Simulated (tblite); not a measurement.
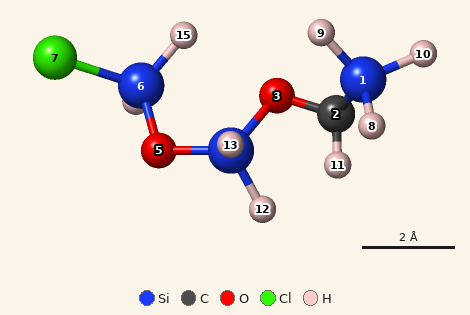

*The structure as given in the input (ball-and-stick view, seen at a tilt; atoms are numbered from 1 in the order of the input).*

Bond lengths as drawn: Cl–Si 2.08 Å, C–H 1.13 Å, C–O 1.39 Å, C–Si 1.87 Å, H–Si 1.47 to 1.49 Å and O–Si 1.70 to 1.72 Å.

## Geometry relaxation of CH$_{8}$ClO$_{2}$Si$_{3}$ (part 1 of 2)

- system: CH$_{8}$ClO$_{2}$Si$_{3}$, multiplicity 2, SMILES [SiH3][CH]O[SiH2]O[SiH2]Cl
- method: GFN2-xTB geometry optimisation, gas phase (tblite 0.8.0)

It belongs to a series of runs on one base structure; here: H removed from sp3 C.

Output:
```
step      E/eV     max force
  0    -657.91651    2.855
  1    -658.22707    2.059
  2    -658.60444    1.686
  3    -658.68560    0.912
  4    -658.79880    0.891
  5    -658.86287    0.869
  6    -658.98494    0.827
  7    -659.04731    0.604
  8    -659.10270    0.568
  9    -659.14850    0.605
 10    -659.21524    0.652
 11    -659.28511    0.733
 12    -659.33682    0.610
 13    -659.36512    0.483
 14    -659.38066    0.586
 15    -659.40302    0.430
 16    -659.43192    0.428
 17    -659.45121    0.398
 18    -659.46330    0.291
 19    -659.47478    0.218
 20    -659.48474    0.202
 21    -659.49326    0.279
 22    -659.50124    0.263
 23    -659.50879    0.225
 24    -659.51456    0.197
 25    -659.51807    0.128
 26    -659.51982    0.147
 27    -659.52213    0.150
 28    -659.52462    0.150
 29    -659.52917    0.107
 30    -659.53043    0.103
 31    -659.53280    0.127
 32    -659.53452    0.169
 33    -659.53704    0.183
 34    -659.53919    0.119
 35    -659.54130    0.115
 36    -659.54329    0.126
 37    -659.54507    0.242
 38    -659.54759    0.182
 39    -659.55136    0.138
 40    -659.55615    0.163
 41    -659.55990    0.201
 42    -659.56283    0.163
 43    -659.56471    0.118
 44    -659.56631    0.158
 45    -659.56899    0.178
 46    -659.58030    0.266
 47    -659.58670    0.222
 48    -659.59215    0.108
 49    -659.59387    0.076
 50    -659.59496    0.082
 51    -659.59643    0.134
 52    -659.59946    0.148
 53    -659.60343    0.172
 54    -659.60591    0.093
 55    -659.60686    0.051
 56    -659.60725    0.051
 57    -659.60776    0.051
 58    -659.60859    0.066
 59    -659.60944    0.059
 60    -659.60989    0.031
 61    -659.61004    0.030
 62    -659.61015    0.029
 63    -659.61033    0.036
 64    -659.61064    0.048
 65    -659.61098    0.043
 66    -659.61117    0.024
 67    -659.61124    0.020
 68    -659.61128    0.023
 69    -659.61137    0.025
 70    -659.61150    0.036
 71    -659.61163    0.031
 72    -659.61171    0.017
 73    -659.61174    0.018
 74    -659.61178    0.019
 75    -659.61185    0.032
 76    -659.61195    0.040
 77    -659.61205    0.033
 78    -659.61210    0.014
 79    -659.61212    0.011
 80    -659.61213    0.012
 81    -659.61215    0.013
 82    -659.61218    0.016
 83    -659.61221    0.018
 84    -659.61226    0.023
 85    -659.61230    0.020
 86    -659.61233    0.014
 87    -659.61236    0.015
 88    -659.61239    0.014
 89    -659.61243    0.021
 90    -659.61253    0.032
 91    -659.61273    0.042
 92    -659.61303    0.045
 93    -659.61330    0.033
 94    -659.61348    0.028
 95    -659.61362    0.032
 96    -659.61385    0.049
 97    -659.61424    0.063
 98    -659.61478    0.076
 99    -659.61533    0.062
100    -659.61581    0.045
101    -659.61618    0.057
102    -659.61628    0.092
103    -659.61706    0.063
104    -659.61760    0.051
105    -659.61843    0.067
106    -659.61910    0.075
107    -659.61926    0.116
108    -659.62050    0.068
109    -659.62087    0.018
110    -659.62094    0.038
111    -659.62112    0.022
112    -659.62116    0.019
113    -659.62125    0.019
114    -659.62139    0.029
115    -659.62159    0.039
116    -659.62169    0.017
117    -659.62173    0.012
118    -659.62176    0.015
119    -659.62178    0.014
120    -659.62182    0.017
121    -659.62188    0.026
122    -659.62199    0.023
123    -659.62213    0.023
124    -659.62232    0.034
125    -659.62252    0.045
126    -659.62278    0.049
127    -659.62313    0.046
128    -659.62351    0.044
129    -659.62383    0.045
130    -659.62414    0.051
131    -659.62454    0.072
132    -659.62503    0.077
133    -659.62555    0.059
134    -659.62598    0.056
135    -659.62628    0.035
136    -659.62644    0.053
137    -659.62662    0.033
138    -659.62680    0.031
139    -659.62698    0.035
140    -659.62715    0.038
141    -659.62728    0.029
142    -659.62738    0.024
143    -659.62745    0.022
144    -659.62749    0.016
145    -659.62752    0.016
146    -659.62754    0.021
147    -659.62759    0.022
148    -659.62763    0.020
149    -659.62767    0.014
150    -659.62770    0.012
151    -659.62773    0.014
152    -659.62779    0.024
153    -659.62790    0.042
154    -659.62813    0.061
155    -659.62851    0.068
156    -659.62896    0.064
157    -659.62937    0.060
158    -659.62963    0.047
159    -659.62987    0.056
160    -659.63017    0.052
161    -659.63091    0.079
162    -659.63132    0.091
163    -659.63236    0.124
164    -659.63360    0.132
165    -659.63498    0.110
166    -659.63614    0.136
167    -659.63519    0.179
168    -659.63781    0.111
169    -659.63829    0.137
170    -659.63972    0.084
171    -659.64079    0.144
172    -659.64189    0.102
173    -659.64331    0.136
174    -659.64471    0.144
175    -659.64583    0.092
176    -659.64519    0.189
177    -659.64760    0.165
178    -659.64834    0.095
179    -659.64918    0.050
180    -659.64977    0.079
181    -659.65019    0.078
182    -659.65080    0.063
183    -659.65136    0.065
184    -659.65185    0.074
185    -659.65220    0.039
186    -659.65234    0.039
187    -659.65253    0.033
188    -659.65290    0.033
189    -659.65310    0.032
190    -659.65328    0.036
191    -659.65351    0.034
192    -659.65374    0.034
193    -659.65396    0.026
194    -659.65411    0.033
195    -659.65432    0.038
196    -659.65461    0.042
197    -659.65507    0.045
198    -659.65588    0.072
199    -659.65168    0.246
200    -659.65679    0.061
201    -659.65738    0.062
202    -659.65832    0.157
203    -659.65927    0.068
204    -659.66017    0.058
205    -659.65961    0.190
206    -659.66149    0.108
207    -659.66171    0.074
208    -659.66276    0.038
209    -659.66319    0.051
210    -659.66356    0.071
211    -659.66395    0.052
212    -659.66418    0.048
213    -659.66447    0.039
214    -659.66477    0.060
215    -659.66504    0.044
216    -659.66525    0.038
217    -659.66550    0.030
218    -659.66569    0.028
219    -659.66583    0.024
220    -659.66591    0.020
221    -659.66596    0.022
222    -659.66602    0.024
223    -659.66608    0.018
224    -659.66613    0.016
225    -659.66618    0.017
226    -659.66622    0.018
227    -659.66627    0.016
228    -659.66633    0.016
229    -659.66641    0.018
230    -659.66650    0.022
231    -659.66662    0.030
232    -659.66674    0.033
233    -659.66686    0.032
234    -659.66696    0.021
235    -659.66701    0.015
236    -659.66704    0.015
237    -659.66707    0.013
238    -659.66710    0.012
239    -659.66713    0.011
240    -659.66717    0.013
241    -659.66721    0.016
242    -659.66727    0.018
243    -659.66734    0.018
244    -659.66739    0.013
245    -659.66741    0.008
```

Trajectory as extended XYZ (Å, eV, eV/Å), 15 of the 246 frames kept, from step=0 to step=245:
```
15
Properties=species:S:1:pos:R:3:forces:R:3 step=0 energy=-657.91651
Si    2.7090    0.5169   -0.2574    0.7760   0.6760  -0.5090
C     1.4366   -0.5782   -1.0759   -0.2420  -0.0510   1.3840
O     0.1618   -0.0465   -0.9205   -0.1910  -1.8080   1.6910
Si   -0.4652   -0.7710    0.5026   -0.9730   0.0190  -0.0540
O    -2.1610   -0.6708    0.6334    1.6870   1.5030  -1.7460
Si   -2.8589    0.4590   -0.4484   -0.7060  -0.2950   0.9900
Cl   -4.2596    1.5697    0.6148    0.8670  -0.6700  -0.4480
H     3.3182   -0.1423    0.9022   -0.0940  -0.0620   0.0720
H     2.1453    1.8083    0.1780    0.0480  -0.2300  -0.1050
H     3.7739    0.7104   -1.2477    0.0000   0.0810   0.0510
H     1.5057   -1.5784   -0.5569    0.1150   0.5390  -1.3380
H    -0.0054   -2.1878    0.4525   -0.8000   0.3660  -0.0080
H     0.2022   -0.1848    1.7015   -0.5010   0.0570  -0.5490
H    -3.6164   -0.2843   -1.4726    0.2600   0.0090   0.3350
H    -1.8906    1.3879   -1.0389   -0.2450  -0.1360   0.2340
15
Properties=species:S:1:pos:R:3:forces:R:3 step=18 energy=-659.46330
Si    2.9105    0.6039   -0.2725   -0.0300  -0.0060   0.0540
C     1.6412   -0.5958   -0.9120   -0.0450  -0.1830   0.0900
O     0.3534   -0.5358   -0.5401    0.0750  -0.0550   0.1400
Si   -0.5705   -0.9363    0.7314    0.0590  -0.1480   0.0830
O    -2.0398   -0.4004    0.3499    0.0650   0.0330   0.0280
Si   -2.9624    0.5715   -0.5382   -0.0580   0.0220  -0.1480
Cl   -4.2102    1.4265    0.7518   -0.1130   0.0740   0.0610
H     3.5568    0.0560    0.9470   -0.0570   0.1100  -0.1590
H     2.2680    1.8829    0.0576    0.0110  -0.1340   0.0000
H     3.9213    0.8256   -1.3122   -0.0300  -0.0940   0.0460
H     1.8893   -1.5414   -1.4001    0.0420   0.2670  -0.0090
H    -0.7809   -2.3885    0.8133    0.1760   0.2260   0.0540
H    -0.1621   -0.2162    1.9417    0.0280  -0.1650  -0.1520
H    -3.6460   -0.3345   -1.4419   -0.1410   0.0000  -0.0860
H    -2.1728    1.5907   -1.2086    0.0170   0.0520  -0.0020
15
Properties=species:S:1:pos:R:3:forces:R:3 step=35 energy=-659.54130
Si    2.9206    0.5878   -0.2281   -0.0150  -0.0190  -0.0070
C     1.7201   -0.6759   -0.8449   -0.0350  -0.0240  -0.0380
O     0.4729   -0.8566   -0.4244    0.0070  -0.0680  -0.0050
Si   -0.5691   -0.9668    0.7987   -0.0220   0.0250  -0.0590
O    -1.9364   -0.3018    0.2330   -0.0020   0.0270   0.0310
Si   -2.9969    0.6049   -0.5751    0.0350  -0.0160  -0.0180
Cl   -4.2579    1.4021    0.7534    0.0010   0.0240   0.0850
H     3.6348    0.1819    0.9888   -0.0260  -0.0390   0.0680
H     2.2534    1.8590    0.0379   -0.0670   0.0790   0.0510
H     3.8789    0.7305   -1.3184    0.0960   0.0160  -0.0500
H     1.9655   -1.3204   -1.6830   -0.0100   0.0050  -0.0080
H    -0.8601   -2.3906    0.9333   -0.0020   0.0730   0.0610
H    -0.1829   -0.2363    2.0017   -0.0030  -0.0190  -0.0870
H    -3.7534   -0.2867   -1.4391    0.0270  -0.0570  -0.0330
H    -2.2939    1.6767   -1.2671    0.0150  -0.0080   0.0100
15
Properties=species:S:1:pos:R:3:forces:R:3 step=52 energy=-659.59946
Si    2.8000    0.5609   -0.1816   -0.0550  -0.1080  -0.0010
C     1.6840   -0.7016   -0.9485    0.1400  -0.0310  -0.0350
O     0.5768   -1.2152   -0.4169   -0.0470   0.0450  -0.0410
Si   -0.4847   -0.9320    0.7674   -0.0270  -0.0070  -0.0250
O    -1.7932   -0.2038    0.1485   -0.0120   0.0360  -0.0260
Si   -2.9719    0.6174   -0.5789    0.0500   0.0300  -0.0100
Cl   -4.1677    1.3460    0.8474   -0.0190  -0.0100   0.0250
H     3.3717    0.0857    1.0852   -0.0080  -0.0030   0.0590
H     2.1134    1.8259    0.0927   -0.0570   0.0360  -0.0030
H     3.8694    0.7463   -1.1571    0.0250   0.0330  -0.0480
H     1.9504   -1.2021   -1.8731   -0.0090   0.0080  -0.0110
H    -0.9100   -2.2787    1.0982    0.0230  -0.0310   0.0550
H     0.0188   -0.0349    1.7909    0.0240   0.0130   0.0860
H    -3.6950   -0.3338   -1.4064   -0.0320  -0.0180  -0.0100
H    -2.3664    1.7278   -1.3009    0.0040   0.0060  -0.0150
15
Properties=species:S:1:pos:R:3:forces:R:3 step=70 energy=-659.61150
Si    2.7730    0.5372   -0.1682    0.0010  -0.0340  -0.0120
C     1.7043   -0.7377   -0.9732    0.0060   0.0030   0.0040
O     0.5416   -1.1776   -0.4920    0.0090  -0.0020  -0.0020
Si   -0.4569   -0.9086    0.7513    0.0210  -0.0170   0.0110
O    -1.7768   -0.1844    0.1569   -0.0090  -0.0040   0.0060
Si   -2.9597    0.6250   -0.5757   -0.0200   0.0230   0.0040
Cl   -4.1541    1.3364    0.8635    0.0010  -0.0040  -0.0110
H     3.2970    0.0693    1.1245   -0.0030   0.0070   0.0060
H     2.0254    1.7756    0.0820   -0.0050   0.0230   0.0000
H     3.8683    0.7674   -1.1081    0.0010   0.0060   0.0040
H     1.9638   -1.2243   -1.9058    0.0080  -0.0060   0.0030
H    -0.8536   -2.2515    1.1414   -0.0030   0.0100  -0.0060
H     0.0764   -0.0228    1.7754    0.0000  -0.0070  -0.0150
H    -3.6865   -0.3316   -1.3970   -0.0060  -0.0020   0.0060
H    -2.3665    1.7357   -1.3081   -0.0020   0.0020   0.0040
15
Properties=species:S:1:pos:R:3:forces:R:3 step=88 energy=-659.61239
Si    2.7678    0.5382   -0.1663    0.0060  -0.0040  -0.0060
C     1.7143   -0.7465   -0.9749    0.0070   0.0060   0.0050
O     0.5416   -1.1786   -0.5108   -0.0010  -0.0020  -0.0040
Si   -0.4534   -0.9099    0.7363   -0.0010  -0.0090   0.0090
O    -1.7813   -0.1844    0.1603    0.0020  -0.0020  -0.0010
Si   -2.9667    0.6294   -0.5655    0.0010   0.0060   0.0000
Cl   -4.1632    1.3413    0.8706    0.0060  -0.0050   0.0050
H     3.2738    0.0836    1.1388   -0.0060   0.0120  -0.0020
H     2.0175    1.7813    0.0572   -0.0010   0.0010   0.0030
H     3.8753    0.7646   -1.0927    0.0060  -0.0020   0.0040
H     1.9966   -1.2483   -1.8925   -0.0100  -0.0080  -0.0010
H    -0.8529   -2.2508    1.1282    0.0000  -0.0040  -0.0030
H     0.0943   -0.0278    1.7553   -0.0050   0.0020  -0.0030
H    -3.6990   -0.3252   -1.3845    0.0020   0.0020   0.0000
H    -2.3693    1.7410   -1.2927   -0.0070   0.0050  -0.0060
15
Properties=species:S:1:pos:R:3:forces:R:3 step=105 energy=-659.61843
Si    2.7336    0.5811   -0.1793    0.0250   0.0210   0.0140
C     1.8083   -0.8330   -0.9271    0.0030  -0.0010  -0.0070
O     0.6297   -1.2902   -0.5057   -0.0310   0.0010   0.0350
Si   -0.4616   -0.9423    0.6382   -0.0070   0.0020  -0.0230
O    -1.6696   -0.1245   -0.0698   -0.0050   0.0200   0.0000
Si   -2.9913    0.6821   -0.5210    0.0520  -0.0410   0.0090
Cl   -3.9836    1.2134    1.1342    0.0050  -0.0010  -0.0250
H     2.9981    0.3562    1.2517    0.0050  -0.0070  -0.0360
H     2.0108    1.8601   -0.2809   -0.0060  -0.0520  -0.0190
H     3.9832    0.6381   -0.9370   -0.0020   0.0200   0.0170
H     2.1778   -1.3984   -1.7753    0.0010   0.0170   0.0160
H    -0.9584   -2.2647    0.9817    0.0000   0.0250  -0.0070
H     0.0526   -0.0956    1.7054   -0.0260  -0.0100  -0.0180
H    -3.7969   -0.2385   -1.3093   -0.0150  -0.0030   0.0160
H    -2.5371    1.8644   -1.2392    0.0020   0.0100   0.0280
```
